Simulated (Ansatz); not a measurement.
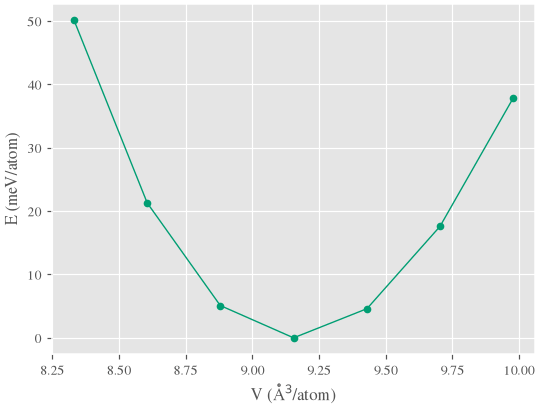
Figure: B6As in space group R-3m (No. 166; B on 18h, B on 18h, As on 6c) under volume change, PBEsol in the plane-wave PAW code Ansatz, shape and atoms relaxed at each volume.

What does a third-order Birch–Murnaghan fit give for V₀, B₀ and B′?

V₀ = 9.16 Å³/atom, B₀ = 187 GPa, B′ = 3.7.

The first step of the workflow began from a Materials Project structure, measured or hypothetical; the Crystallography Open Database copy checked does not list it. Its standing as an ambient phase is unchecked. The PBEsol relaxation kept the symmetry of its start; phonons on a q-mesh show no instability.

Potentials: the later of the program's two PAW sets.
